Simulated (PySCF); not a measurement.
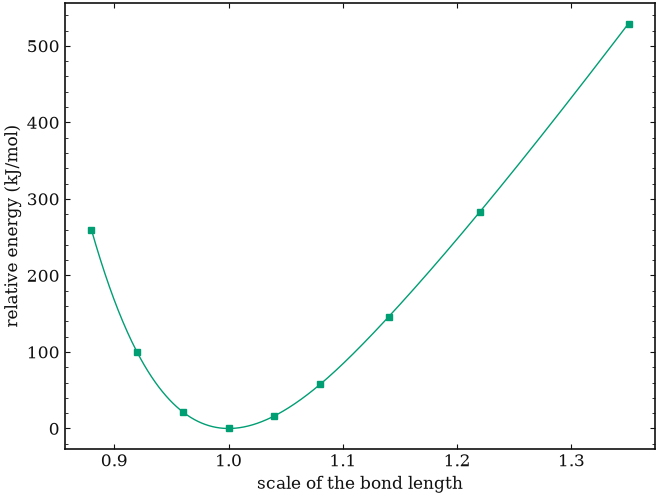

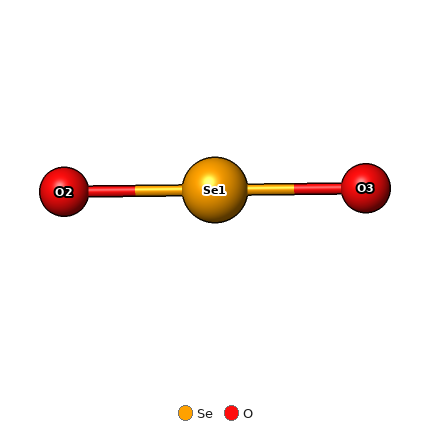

Rigid scan of SeO₂²⁺, singlet, from a minimum of the shape that electron-pair counting expects: all bonds to atom 1 scaled (atom 1 is the central atom). PBE/def2-TZVP, PySCF 2.14.0, restricted determinant, no spin-orbit coupling; energies counted from the minimum. Splines pass through the computed points, which are marked.

What does it cost to go to either end of the scan?

259.7 kJ/mol at 0.88 and 529.2 kJ/mol at 1.35.

Give the values at the computed points.

In kJ/mol:
| scale of the bond length | PBE |
| --- | --- |
| 0.88 | 259.7 |
| 0.92 | 99.6 |
| 0.96 | 21.6 |
| 1.00 | 0.0 |
| 1.04 | 16.4 |
| 1.08 | 57.5 |
| 1.14 | 145.9 |
| 1.22 | 283.3 |
| 1.35 | 529.2 |

Known limits of this run: no scalar relativity.
